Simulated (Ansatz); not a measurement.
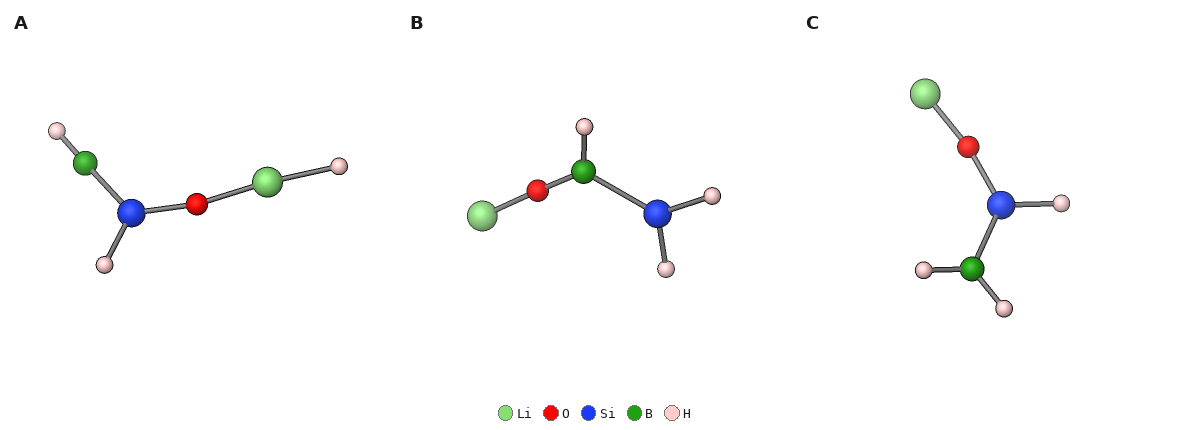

3 stationary structures of one formula. Charge 0, doublet. Geometries: PBE-D4/def2-SVP. Electronic energies: PBE-D4/def2-SVP (Ansatz 0.2.0), without zero-point energy. No frequency run is at hand to confirm each as a minimum. Each is one conformer, not always the lowest.

### Which is lowest in energy, and by how much?

B is lowest (Cs); C lies 0.289 eV above it (Cs), A lies 3.579 eV above it.

The determinant isn't a pure spin state (⟨S²⟩ up to 1.17).
